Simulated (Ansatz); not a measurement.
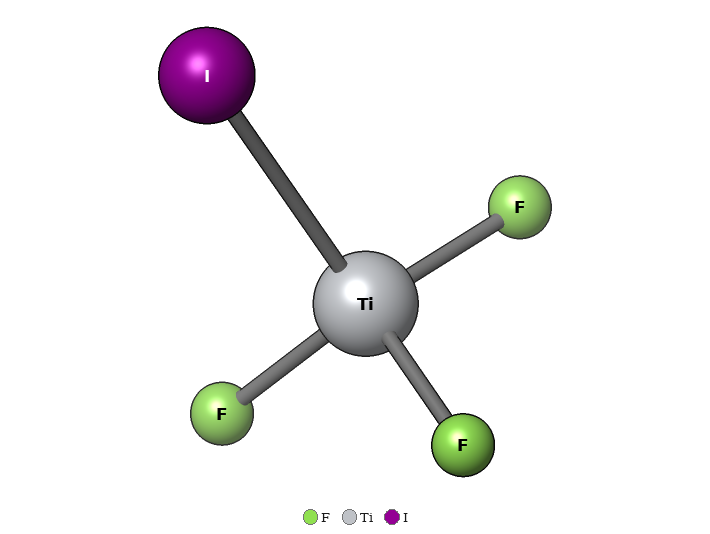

Starting geometry of the run.

Input file:

```yaml
crystal:
  periodic: [false, false, false]
  atoms:
    - {symbol: F, position_ang: [-0.870876, -0.558400, 1.460533]}
    - {symbol: Ti, position_ang: [0.030105, -0.173026, 0.027636]}
    - {symbol: F, position_ang: [1.714739, -0.493592, 0.297288]}
    - {symbol: F, position_ang: [-0.540675, -1.141475, -1.295159]}
    - {symbol: I, position_ang: [-0.283393, 2.292893, -0.531699]}
basis:
  gaussian: {orbitals: STO-3G, nuclear_model: gaussian}
hamiltonian: {xc: {name: r2SCAN50}}
output: {forces: true}
```

Command:

```sh
ansatz run in.yaml --threads 4 --pin off --events-out ev --progress --plain --max-ram 10444MiB
```

What the program printed:

```
Functional definition: r2SCAN50
  name "r2SCAN50"
  cite "Bursch, Neugebauer, Ehlert & Grimme, J. Chem. Phys. 156, 134105 (2022) doi:10.1063/5.0086040"
  cite "Furness, Kaplan, Ning, Perdew & Sun, J. Phys. Chem. Lett. 11, 8208 (2020) doi:10.1021/acs.jpclett.0c02405"
  cite "Furness, Kaplan, Ning, Perdew & Sun, J. Phys. Chem. Lett. 11, 9248 (2020) doi:10.1021/acs.jpclett.0c03077"
  parent r2scan
  parameter a = 0.5
  parameter k0 = 0.174
  parameter k1 = 0.065
  parameter a1 = 4.9479
  exchange = (1 - a)*r2scan_x(k0 = k0, k1 = k1, a1 = a1) + a*exact_x
  correlation = r2scan_c
749 factors; integrals over basis functions are off by at most 1.2e-4 eV
mean field evaluation 1: about -217399.3513 eV, gradient 3.6e1 eV
mean field evaluation 2: about -217392.8208 eV, gradient 6.9e1 eV
mean field evaluation 4: about -217404.0299 eV, gradient 2.1e-1 eV
mean field evaluation 8: about -217403.9979 eV, gradient 7.8e-3 eV
mean field -217403.99794261 eV, -7989.4495626686 hartree, gradient 1.8e-5 eV, S^2 0.000000; 0 other end points of the search recorded, 0 dependent functions left out
the calculation of the forces begins
reference -217403.99794578 eV, -7989.4495627849 hartree; 51, 51 occupied and 9, 9 virtual orbitals, 749 factors
Total energy: -217403.99794578 eV, -7989.4495627849 hartree
Atom 0 at    -0.870876    -0.558400     1.460533 Å, force     1.299054     0.413604    -2.008233 eV/Å
Atom 1 at     0.030105    -0.173026     0.027636 Å, force     0.193110    -1.520425     0.344976 eV/Å
Atom 2 at     1.714739    -0.493592     0.297288 Å, force    -2.379635     0.321600    -0.353110 eV/Å
Atom 3 at    -0.540675    -1.141475    -1.295159 Å, force     0.829134     1.243288     1.912533 eV/Å
Atom 4 at    -0.283393     2.292893    -0.531699 Å, force     0.058336    -0.458067     0.103834 eV/Å
Dipole moment:     0.051703    -0.406704     0.092263 e Å
```

The run converged.
